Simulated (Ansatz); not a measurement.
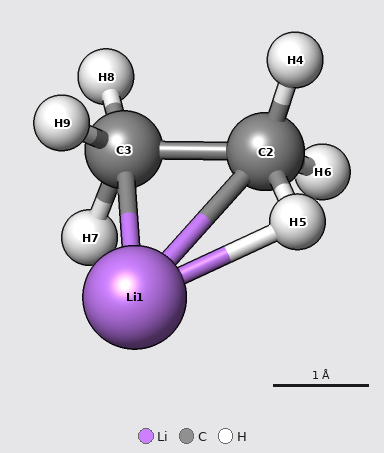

*The input geometry (ball-and-stick view, seen at a tilt; atoms are numbered from 1 in the order of the input). Sticks mark near contacts.*

Bond lengths as drawn: C–C 1.53 Å, C–H 1.09 to 1.11 Å, C–Li 2.12 to 2.33 Å and H–Li 1.92 Å.

# Single-point calculation of C₂H₆Li (charge +1)

C₂H₆Li, charge +1, computed with RKS r2SCAN-D4/def2-TZVPPD (Ansatz 0.2.0).

The geometry is a complex of two molecules. The geometry comes from this level: PBE0-D4/def2-TZVP.

### Input
```yaml
crystal:
  periodic: [false, false, false]
  atoms:
    - {symbol: Li, position_ang: [-0.006269, 0.087884, -1.881888]}
    - {symbol: C, position_ang: [-0.720834, 0.220494, 0.336471]}
    - {symbol: C, position_ang: [0.717370, -0.238805, 0.088287]}
    - {symbol: H, position_ang: [-0.734063, 1.126805, 0.941115]}
    - {symbol: H, position_ang: [-1.337056, 0.465129, -0.550954]}
    - {symbol: H, position_ang: [-1.283818, -0.550648, 0.861377]}
    - {symbol: H, position_ang: [0.797966, -1.193392, -0.457531]}
    - {symbol: H, position_ang: [1.206017, -0.443761, 1.039987]}
    - {symbol: H, position_ang: [1.360789, 0.526196, -0.376763]}
basis:
  gaussian: {orbitals: "def2-TZVPPD.json"}
total_charge: 1
hamiltonian: {xc: r2scan, dispersion: d4}
```

Run as:
```bash
ansatz run in.yaml --threads 2 --pin off --events-out ev --progress --plain --max-ram 5222MiB
```

### Output
```
Functional definition: r2SCAN
  name "r2SCAN"
  cite "Furness, Kaplan, Ning, Perdew & Sun, J. Phys. Chem. Lett. 11, 8208 (2020) doi:10.1021/acs.jpclett.0c02405"
  cite "Furness, Kaplan, Ning, Perdew & Sun, J. Phys. Chem. Lett. 11, 9248 (2020) doi:10.1021/acs.jpclett.0c03077"
  parent r2scan
  parameter k0 = 0.174
  parameter k1 = 0.065
  parameter a1 = 4.9479
  exchange = r2scan_x(k0 = k0, k1 = k1, a1 = a1)
  correlation = r2scan_c
858 factors; their error is unknown
mean field evaluation 1: about -2351.9028 eV, gradient 8.9e1 eV
mean field evaluation 2: about -2337.3716 eV, gradient 1.1e2 eV
mean field evaluation 4: about -2370.3345 eV, gradient 2.0e0 eV
mean field evaluation 8: about -2370.3493 eV, gradient 4.5e-2 eV
mean field evaluation 16: about -2370.3178 eV, gradient 2.1e-5 eV
mean field -2370.31779875 eV, -87.1075724449 hartree, gradient 2.1e-5 eV, S^2 0.000000; 0 other end points of the search recorded, 0 dependent functions left out
reference -2370.31781041 eV, -87.1075728734 hartree; 10, 10 occupied and 188, 188 virtual orbitals, 858 factors
Total energy: -2370.33746755 eV, -87.1082952599 hartree
```

### Key numbers

```json
{"quantity": "outcome", "value": "converged"}
{"quantity": "total energy", "value": "−2370.3375 eV"}
{"quantity": "mean-field energy", "value": "−2370.3178 eV"}
{"quantity": "dispersion energy", "value": "−0.0197 eV"}
{"quantity": "SCF solution under orbital rotations", "value": "stable"}
{"quantity": "hardware", "value": "2 CPU threads, shared host"}
{"quantity": "wall time", "value": "2 s (CPU time 3.8 s)"}
{"quantity": "peak memory", "value": "0.23 GiB"}
```
